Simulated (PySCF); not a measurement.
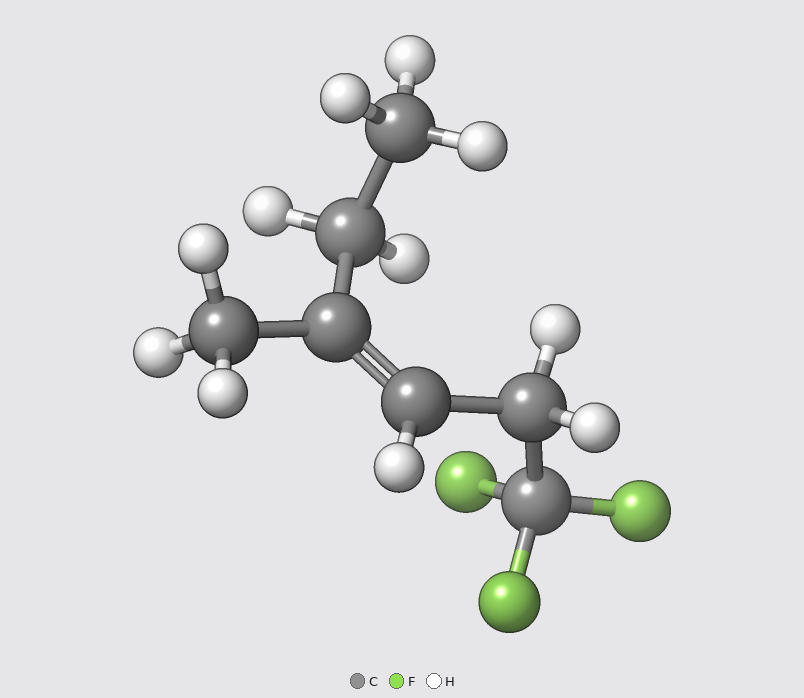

Computed geometry: GFN2-xTB optimisation. No frequency run is at hand to confirm it as a minimum. Method: PBE0/pcSseg-1, gas phase (PySCF 2.14.0).

Predict the main results.

The species is C7H11F3 (`CC/C(C)=C\CC(F)(F)F`).
- dipole moment: 2.75 D
- HOMO energy (Kohn–Sham orbital): −7.21 eV
- LUMO energy (Kohn–Sham orbital): 0.18 eV
- HOMO–LUMO gap: 7.39 eV
